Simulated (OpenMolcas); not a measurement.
**A workflow on doublet [SF2]+**

We compute a series of 8 runs (ROHF/def2-TZVP, CASSCF(19,12)/def2-TZVP, CASPT2(19,12)/def2-TZVP, CASPT2[IPEA 0](19,12)/def2-TZVP, SC-NEVPT2(19,12)/def2-TZVP, PC-NEVPT2(19,12)/def2-TZVP, MC-PDFT[tPBE](19,12)/def2-TZVP, MC-PDFT[ftPBE](19,12)/def2-TZVP) of doublet [SF2]+. 

Program for the calculation: OpenMolcas 26.06.

## 1. The system as given

The species is [SF2]+ (3 atoms), meant as a doublet with charge +1. SMILES of the parent species: `FSF`. The coordinates come from a PBE0-D4/def2-TZVP relaxation. That shape belongs to the parent species and isn't relaxed for this state.

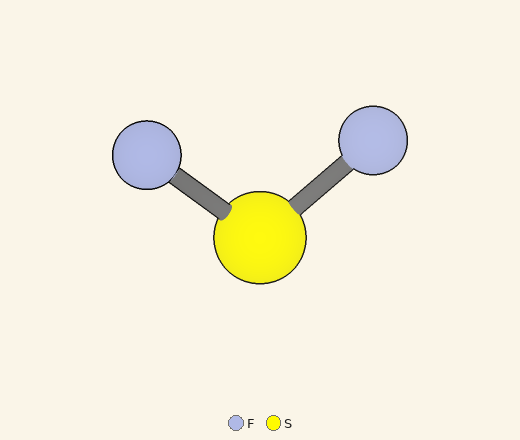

The structure, seen from a chosen angle (fluorine light blue, sulfur yellow).

## 2. A single-point energy at ROHF/def2-TZVP (run 1)

Input file step1.input:

```
* F2S Hartree-Fock

&GATEWAY
  BasLib=$CurrDir
  Coord
  3
  angstrom
  F        0.440140       1.116450       0.365400
  S       -0.601990       0.126530      -0.315250
  F        0.161840      -1.242970      -0.050150
  Basis=def2-TZVP
  Group=NoSym

&SEWARD

&SCF
  UHF
  Charge=1
  Spin=2
  PrOrbitals=1 2

&RASSCF
  FileOrb=$Project.UnaOrb
  Spin=2
  Nactel=1 0 0
  Inactive=16
  Ras2=1
  OutOrbitals=Canonical
  OrbListing=Nothing
```

The basis set def2-TZVP is read from a file made from the Basis Set Exchange's data (not shown).

The run is started by

```
$ export MOLCAS_MEM=1860
$ pymolcas step1.input > step1.log
```

The program printed:

```text
--- Start Module: gateway ---
[...]
--- Stop Module: gateway /rc=_RC_ALL_IS_WELL_ ---
[...]
      Basis functions           99
[...]
--- Start Module: scf ---
[...]
       Convergence after  17 Iterations
[...]
::    Total SCF energy                               -596.0972179421
[...]
      Total spin, S                                     0.5120858432
[...]
--- Stop Module: scf /rc=_RC_ALL_IS_WELL_ ---
[...]
--- Start Module: rasscf ---
[...]
      Number of active orbitals                  1
[...]
      Spin quantum number                      0.5
[...]
      Active orbitals                            1
[...]
      Number of CSFs                             1
[...]
      Number of root(s) required                 1
[...]
      Convergence after  7 iterations
[...]
      printout of CI-coefficients larger than  0.05 for root  1
      energy=    -596.089858
      conf/sym  1     Coeff  Weight
             1  u   1.00000 1.00000
      Natural orbitals and occupation numbers for root  1
      sym 1:   1.000000
      ************************************************************************************************************************
      *                                                    Final results                                                     *
[...]
::    RASSCF root number  1 Total energy:   -596.08985761
[...]
      Total electronic charge=   33.000000
      Total            charge=    1.000000
[...]
      Dipole Moment (debye):
      Origin of the operator (angstrom)=   -0.1116    0.0235   -0.0585
                   X= -2.7272E+00               Y=  5.7320E-01               Z= -1.4282E+00           Total=  3.1315E+00
      Center of Charge (angstrom)
[...]
--- Stop Module: rasscf /rc=_RC_ALL_IS_WELL_ ---
[...]
```

It took 21 s on 1 thread of Intel Xeon Platinum 8259CL at 2.50GHz (Skylake/Cascade Lake), shared host; peak memory 0.55 GiB.

## 3. A single-point energy at CASSCF(19,12)/def2-TZVP (run 2)

Input file step2.input:

```
* F2S CASSCF

&gateway
  baslib
  $CurrDir
  coord
  3
  angstrom
  F        0.440140       1.116450       0.365400
  S       -0.601990       0.126530      -0.315250
  F        0.161840      -1.242970      -0.050150
  basis
  def2-TZVP
  group
  NoSym

&seward

&rasscf
  fileorb
  $CurrDir/step1.RasOrb
  spin
  2
  nactel
  19 0 0
  inactive
  7
  ras2
  12
  orblisting
  Nothing
  orbappear
  Compact
```

The basis set def2-TZVP is read from a file made from the Basis Set Exchange's data (not shown).

The run is started by

```
$ export MOLCAS_MEM=1860
$ pymolcas step2.input > step2.log
```

The program printed:

```text
--- Start Module: gateway ---
[...]
--- Stop Module: gateway /rc=_RC_ALL_IS_WELL_ ---
--- Start Module: seward ---
[...]
      Basis functions           99
--- Stop Module: seward /rc=_RC_ALL_IS_WELL_ ---
[...]
--- Start Module: rasscf ---
[...]
      Number of active orbitals                 12
[...]
      Spin quantum number                      0.5
[...]
      Active orbitals                           12
[...]
      Number of CSFs                          8580
[...]
      Number of root(s) required                 1
[...]
      Convergence after 13 iterations
[...]
      printout of CI-coefficients larger than  0.05 for root  1
      energy=    -596.173676
      conf/sym  111111111111     Coeff  Weight
             1  222222222u00   0.97237 0.94551
           139  222222220u02   0.06247 0.00390
           661  222u2222dudu   0.05384 0.00290
           699  222u22u2220d  -0.05072 0.00257
           701  222u2222duud   0.09336 0.00872
          2242  222022222u20   0.05174 0.00268
[...]
      Natural orbitals and occupation numbers for root  1
      sym 1:   1.999565   1.999540   1.997202   1.960653   1.993765   1.991313   1.990664   1.993456   1.962763   1.017195
               0.042915   0.050970
[...]
::    RASSCF root number  1 Total energy:   -596.17367601
[...]
      Total electronic charge=   33.000000
      Total            charge=    1.000000
[...]
      Dipole Moment (debye):
      Origin of the operator (angstrom)=   -0.1116    0.0235   -0.0585
                   X= -2.2978E+00               Y=  4.8294E-01               Z= -1.2033E+00           Total=  2.6384E+00
      Center of Charge (angstrom)
[...]
--- Stop Module: rasscf /rc=_RC_ALL_IS_WELL_ ---
[...]
```

It took 27 s on 1 thread of Intel Xeon Platinum 8259CL at 2.50GHz (Skylake/Cascade Lake), shared host; peak memory 0.55 GiB.

Runs 3 to 4 aren't shown in full; the table further down has their settings and results.

## 4. A single-point energy at SC-NEVPT2(19,12)/def2-TZVP (run 5)

Input file step5.inp:

```
* F2S NEVPT2

&gateway
  baslib = $CurrDir
  coord
  3
  angstrom
  F        0.440140       1.116450       0.365400
  S       -0.601990       0.126530      -0.315250
  F        0.161840      -1.242970      -0.050150
  basis = def2-TZVP
  group = NoSym

&seward

&rasscf
  fileorb = $CurrDir/step2.RasOrb
  spin = 2
  nactel = 19 0 0
  inactive = 7
  ras2 = 12
  orblisting = Nothing
  orbappear = Compact

&caspt2
  sc-nevpt2
  frozen = 7
```

The basis set def2-TZVP is read from a file made from the Basis Set Exchange's data (not shown).

The run is started by

```
$ export MOLCAS_MEM=1860
$ pymolcas step5.inp > step5.log
```

The program printed:

```text
--- Start Module: gateway ---
[...]
--- Stop Module: gateway /rc=_RC_ALL_IS_WELL_ ---
[...]
      Basis functions           99
[...]
--- Start Module: rasscf ---
[...]
      Number of active orbitals                 12
[...]
      Spin quantum number                      0.5
[...]
      Active orbitals                           12
[...]
      Number of CSFs                          8580
[...]
      Number of root(s) required                 1
[...]
      Convergence after  7 iterations
[...]
      printout of CI-coefficients larger than  0.05 for root  1
      energy=    -596.173676
      conf/sym  111111111111     Coeff  Weight
             1  222222222u00  -0.97237 0.94551
           139  222222220u02  -0.06248 0.00390
           661  222u2222dudu  -0.05384 0.00290
           699  222u22u2220d   0.05072 0.00257
           701  222u2222duud  -0.09336 0.00872
          2242  222022222u20  -0.05175 0.00268
[...]
      Natural orbitals and occupation numbers for root  1
      sym 1:   1.999565   1.999540   1.997202   1.960653   1.993768   1.991313   1.990665   1.993459   1.962760   1.017194
               0.042914   0.050967
[...]
::    RASSCF root number  1 Total energy:   -596.17367601
[...]
      Total electronic charge=   33.000000
      Total            charge=    1.000000
[...]
      Dipole Moment (debye):
      Origin of the operator (angstrom)=   -0.1116    0.0235   -0.0585
                   X= -2.2977E+00               Y=  4.8293E-01               Z= -1.2033E+00           Total=  2.6383E+00
      Center of Charge (angstrom)
[...]
--- Stop Module: rasscf /rc=_RC_ALL_IS_WELL_ ---
[...]
--- Start Module: caspt2 ---
[...]
 ###    WARNING: User changed nr of frozen orbitals.                         ###
 ###############################################################################
[...]
      E2 (Variational):          -0.5362287131
[...]
      E2 (Variational):          -0.5238398009
      Total energy:            -596.6975158072
[...]
      Reference weight:           0.90860
[...]
::    SC-NEVPT2 Root  1     Total energy:   -596.69751581
[...]
--- Stop Module: caspt2 /rc=_RC_ALL_IS_WELL_ ---
[...]
```

Run time: 69 s. Hardware: 1 thread of Intel Xeon Platinum 8259CL at 2.50GHz (Skylake/Cascade Lake), shared host; peak memory 0.55 GiB.

Runs 6 to 7 aren't shown in full; the table further down has their settings and results.

## 5. A single-point energy at MC-PDFT[ftPBE](19,12)/def2-TZVP (run 8)

Input file step8.inp:

```
&GATEWAY
  BasLib
  $CurrDir
  Coord
  3
  angstrom
  F        0.440140       1.116450       0.365400
  S       -0.601990       0.126530      -0.315250
  F        0.161840      -1.242970      -0.050150
  Basis
  def2-TZVP
  Group
  NoSym

&SEWARD

&RASSCF
  FileOrb
  $CurrDir/step2.RasOrb
  Spin
  2
  Nactel
  19 0 0
  Inactive
  7
  Ras2
  12
  OrbListing
  Nothing
  OrbAppear
  Compact

&MCPDFT
  KSDFT
  FT:PBE
```

The basis set def2-TZVP is read from a file made from the Basis Set Exchange's data (not shown).

The run is started by

```
$ export MOLCAS_MEM=1860
$ pymolcas step8.inp > step8.log
```

The program printed:

```text
--- Start Module: gateway ---
[...]
--- Stop Module: gateway /rc=_RC_ALL_IS_WELL_ ---
[...]
      Basis functions           99
[...]
--- Start Module: rasscf ---
[...]
      Number of active orbitals                 12
[...]
      Spin quantum number                      0.5
[...]
      Active orbitals                           12
[...]
      Number of CSFs                          8580
[...]
      Number of root(s) required                 1
[...]
      Convergence after  7 iterations
[...]
      printout of CI-coefficients larger than  0.05 for root  1
      energy=    -596.173676
      conf/sym  111111111111     Coeff  Weight
             1  222222222u00  -0.97237 0.94551
           139  222222220u02  -0.06248 0.00390
           661  222u2222dudu  -0.05384 0.00290
           699  222u22u2220d   0.05072 0.00257
           701  222u2222duud  -0.09336 0.00872
          2242  222022222u20  -0.05175 0.00268
[...]
      Natural orbitals and occupation numbers for root  1
      sym 1:   1.999565   1.999540   1.997202   1.960653   1.993768   1.991313   1.990665   1.993459   1.962760   1.017194
               0.042914   0.050967
[...]
::    RASSCF root number  1 Total energy:   -596.17367601
[...]
      Total electronic charge=   33.000000
      Total            charge=    1.000000
[...]
      Dipole Moment (debye):
      Origin of the operator (angstrom)=   -0.1116    0.0235   -0.0585
                   X= -2.2977E+00               Y=  4.8293E-01               Z= -1.2033E+00           Total=  2.6383E+00
      Center of Charge (angstrom)
[...]
--- Stop Module: rasscf /rc=_RC_ALL_IS_WELL_ ---
[...]
--- Start Module: mcpdft ---
[...]
 ###    WARNING: Deprecation warning: KSDF should be replaced                ###
 ###    with FUNC keyword                                                    ###
 ###############################################################################
[...]
::    MCPDFT root number  1 Total energy:   -597.29359011
--- Stop Module: mcpdft /rc=_RC_ALL_IS_WELL_ ---
[...]
```

Run time: 20 s. Hardware: 1 thread of Intel Xeon Platinum 8259CL at 2.50GHz (Skylake/Cascade Lake), shared host; peak memory 0.55 GiB.

## 6. The series

```tsv
run	level	active rule	inactive	energy (Eh)	wall time
1	ROHF/def2-TZVP	–	–	-596.089858	21 s
2	CASSCF(19,12)/def2-TZVP	full valence	7	-596.173676	27 s
3	CASPT2(19,12)/def2-TZVP	full valence	7	-596.746555	51 s
4	CASPT2[IPEA 0](19,12)/def2-TZVP	full valence	7	-596.752171	52 s
5	SC-NEVPT2(19,12)/def2-TZVP	full valence	7	-596.697516	69 s
6	PC-NEVPT2(19,12)/def2-TZVP	full valence	7	-596.709905	71 s
7	MC-PDFT[tPBE](19,12)/def2-TZVP	full valence	7	-597.156996	20 s
8	MC-PDFT[ftPBE](19,12)/def2-TZVP	full valence	7	-597.293590	20 s
```

## 7. Results

```
                                            quantity          value
run 8, MC-PDFT[ftPBE](19,12)/def2-TZVP: total energy  -597.29359 Eh
```

**Reading.** Below the ROHF energy at the same shape and in the same basis (def2-TZVP): CASSCF(19,12) -83.8 mEh; CASPT2(19,12) -656.7 mEh; CASPT2[IPEA 0](19,12) -662.3 mEh; SC-NEVPT2(19,12) -607.7 mEh; PC-NEVPT2(19,12) -620.0 mEh. Active-space methods hold only the correlation inside their space unless a perturbation or CI step follows. All runs together took 5.5 min, the longest 71 s.
